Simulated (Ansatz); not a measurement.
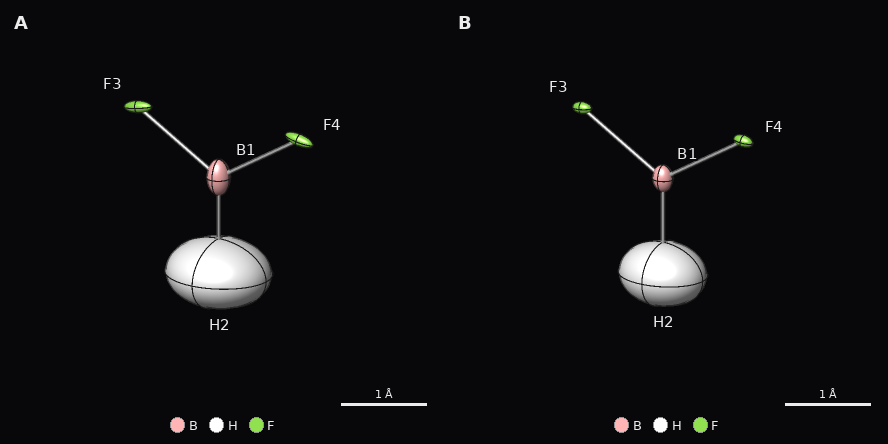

Displacement ellipsoids at the 50 % level, scaled by 3, from the internal vibrations of the free molecule (harmonic, no overall translation or rotation; no half-axis is drawn under 0.075 Å). Vibrations computed with RKS PBE0-D4/def2-TZVP (Ansatz 0.2.0). One panel is for 200 K, the other for 900 K.

Which panel is for 900 K?

A.

How much does the mean-square displacement of F3 grow, and why?

U_eq goes from 0.00033 to 0.00067 Å², a factor of 2.0. Modes below kT (626 cm⁻¹ at 900 K) grow about in proportion to T, and the lowest lies at 539 cm⁻¹; the mean-square amplitude of a mode is its zero-point value times coth(ħω/2kT), which comes close to 1 only above about 3kT.
